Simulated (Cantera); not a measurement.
Feed: 1 mol trisilylamine, 38 mol N2, at 66.0 Pa.

Cantera equilibrium calculation (NASA polynomials, part measured and part estimated; ideal gas, pure solids and liquids). Candidate condensed phases: Si, Si3N4; 18 gas species. The feed counts by its element totals alone. The tables' values for SiN are old estimates; treat these amounts as uncertain. Equilibrium is a limit: real reactors are often held back by kinetics, nucleation or transport.

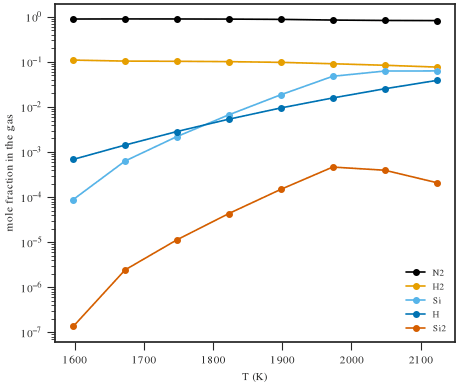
Equilibrium gas composition (values under 1e-9 drawn at 1e-9)

Question: Read off the mole fractions at 1823 K.

Answer: N2 about 0.89, H2 about 0.10, Si about 0.0067, H about 0.0054, Si2 about 4.3e-5.
